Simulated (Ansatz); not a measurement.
# CH5AlO2 (SMILES C[Al](O)O): BHLYP/def2-SVP

What is the electronic atomisation energy of CH5AlO2 at BHLYP/def2-SVP? 

Program for the calculation: Ansatz 0.2.0.

65 further runs of the same task are left out: 65 set aside as unsound or not needed.

## 1. The structure to begin with

The species is CH5AlO2 (9 atoms), meant as a singlet with charge 0. SMILES: `C[Al](O)O`. The shape is that of a PBE0-D4/def2-TZVP optimisation. This is one conformer, not always the lowest.

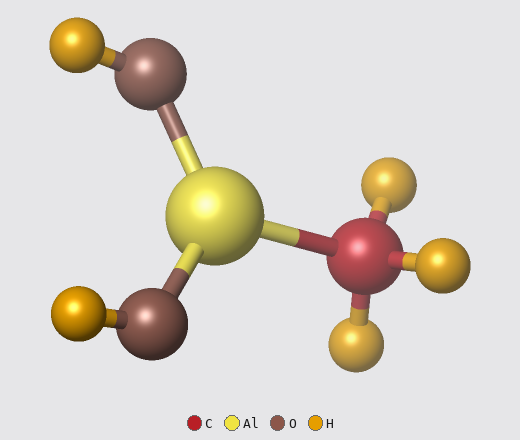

Viewed from a chosen angle; carbon red, aluminium yellow, oxygen brown, hydrogen amber.

## 2. The energy at BHLYP/def2-SVP

in.yaml

```yaml
crystal:
  periodic: [false, false, false]
  atoms:
    - {symbol: C, position_ang: [-0.025110, 1.109820, -1.034090]}
    - {symbol: Al, position_ang: [-0.001290, -0.302910, 0.285630]}
    - {symbol: O, position_ang: [0.957740, -1.672870, -0.006720]}
    - {symbol: O, position_ang: [-0.933740, -0.131550, 1.694140]}
    - {symbol: H, position_ang: [-0.226970, 0.712350, -2.032300]}
    - {symbol: H, position_ang: [-0.780650, 1.863510, -0.803740]}
    - {symbol: H, position_ang: [0.945840, 1.611200, -1.084700]}
    - {symbol: H, position_ang: [1.048330, -2.422320, 0.577320]}
    - {symbol: H, position_ang: [-0.984140, -0.767250, 2.404460]}
basis:
  gaussian: {orbitals: def2-SVP}
hamiltonian: {xc: {name: BHLYP}}
accuracy: high
output: {orbitals: {seedname: orbitals}}
```

Started as:

```
$ ansatz run in.yaml --threads 1 --pin off --max-ram 3480MiB --events-out events.jsonl --progress --plain --runs-dir runs
```

Log:

```text
Warning: RAYON_NUM_THREADS=1 ignored (pool sized by the plan → 1); use --threads N
Functional definition: BHLYP
  name "BHLYP"
  parameter a = 0.5
  exchange = (1 - a)*b88_x + a*exact_x
  correlation = lyp_c
1886 factors; integrals over basis functions are off by at most 1.0e-8 eV
mean field evaluation 1: about -11794.2810 eV, gradient 7.1e1 eV
mean field evaluation 2: about -11792.5378 eV, gradient 7.8e1 eV
mean field evaluation 4: about -11803.6052 eV, gradient 1.7e0 eV
mean field evaluation 8: about -11803.9501 eV, gradient 5.3e-2 eV
mean field evaluation 16: about -11803.9502 eV, gradient 1.8e-5 eV
mean field -11803.95021477 eV, -433.7871693881 hartree, gradient 7.8e-9 eV, S^2 0.000000; 0 other end points of the search recorded, 0 dependent functions left out
reference -11803.95024285 eV, -433.7871704198 hartree; 20, 20 occupied and 65, 65 virtual orbitals, 1886 factors
Total energy: -11803.95024285 eV, -433.7871704198 hartree
```

Run time: 5.4 s. Hardware: 1 thread of AMD EPYC 9R14 (Zen 4), shared host; peak memory 0.28 GiB.

## 3. The Al atom at the same level

input.yaml

```yaml
crystal:
  periodic: [false, false, false]
  atoms:
    - {symbol: Al, position_ang: [0.000000, 0.000000, 0.000000]}
basis:
  gaussian:
    orbitals: def2-SVP
magnetization:
  spin_polarized: true
  initial_magnetization: 1
hamiltonian:
  xc: {name: BHLYP}
accuracy: high
```

Run the same way, it converges to -242.28459 Eh (log not shown).

## 4. The C atom

job.yaml

```yaml
crystal:
  periodic: [false, false, false]
  atoms:
    - {symbol: C, position_ang: [0.000000, 0.000000, 0.000000]}
basis:
  gaussian:
    orbitals: def2-SVP
magnetization:
  spin_polarized: true
  initial_magnetization: 2
hamiltonian:
  xc: {name: BHLYP}
accuracy: high
```

Run the same way, it converges to -37.80198 Eh (log not shown).

## 5. The H atom at the same level

input.yaml

```yaml
basis:
  gaussian: {orbitals: def2-SVP}
crystal:
  periodic: [false, false, false]
  atoms:
    - {symbol: H, position_ang: [0.000000, 0.000000, 0.000000]}
magnetization: {spin_polarized: true, initial_magnetization: 1}
hamiltonian: {xc: {name: BHLYP}}
accuracy: high
```

Run the same way, it converges to -0.49784 Eh (log not shown).

## 6. The O atom

in.yaml

```yaml
crystal:
  periodic: [false, false, false]
  atoms:
    - {symbol: O, position_ang: [0.000000, 0.000000, 0.000000]}
basis:
  gaussian:
    orbitals: def2-SVP
hamiltonian:
  xc: {name: BHLYP}
accuracy: high
magnetization:
  spin_polarized: true
  initial_magnetization: 2
```

Started as:

```
$ ansatz run in.yaml --threads 1 --pin off --max-ram 3480MiB --events-out events.jsonl --progress --plain --runs-dir runs
```

Log:

```text
Warning: RAYON_NUM_THREADS=1 ignored (pool sized by the plan → 1); use --threads N
Functional definition: BHLYP
  name "BHLYP"
  parameter a = 0.5
  exchange = (1 - a)*b88_x + a*exact_x
  correlation = lyp_c
95 factors; integrals over basis functions are off by at most 1.2e-9 eV
mean field evaluation 1: about -2040.2976 eV, gradient 4.6e0 eV
mean field evaluation 2: about -2040.3699 eV, gradient 9.1e-1 eV
mean field evaluation 4: about -2040.3740 eV, gradient 3.8e-1 eV
mean field evaluation 8: about -2040.3747 eV, gradient 6.4e-4 eV
mean field -2040.37466898 eV, -74.9823860692 hartree, gradient 2.3e-8 eV, S^2 2.002903; 0 other end points of the search recorded, 0 dependent functions left out
reference -2040.37467668 eV, -74.9823863524 hartree; 5, 3 occupied and 9, 11 virtual orbitals, 95 factors
Total energy: -2040.37467668 eV, -74.9823863524 hartree
```

Wall time 0.22 s (1 thread of AMD EPYC 9R14 (Zen 4), shared host).

## 7. What came out

Level: BHLYP/def2-SVP.

| quantity | value |
| --- | --- |
| molecule: total energy | -433.78717 Eh |
| molecule: HOMO energy | -9.71 eV |
| molecule: LUMO energy | 0.85 eV |
| molecule: HOMO–LUMO gap | 10.57 eV |
| Al atom: total energy | -242.28459 Eh |
| Al atom: ⟨S²⟩ | 0.753 |
| C atom: total energy | -37.80198 Eh |
| C atom: ⟨S²⟩ | 2.003 |
| H atom: total energy | -0.49784 Eh |
| H atom: ⟨S²⟩ | 0.750 |
| O atom: total energy | -74.98239 Eh |
| O atom: ⟨S²⟩ | 2.003 |
| electronic atomisation energy | 33.923 eV |

**Reading.** Taking the molecule apart into free atoms costs 33.92 eV (3273 kJ/mol), before zero-point energy and without spin-orbit coupling.
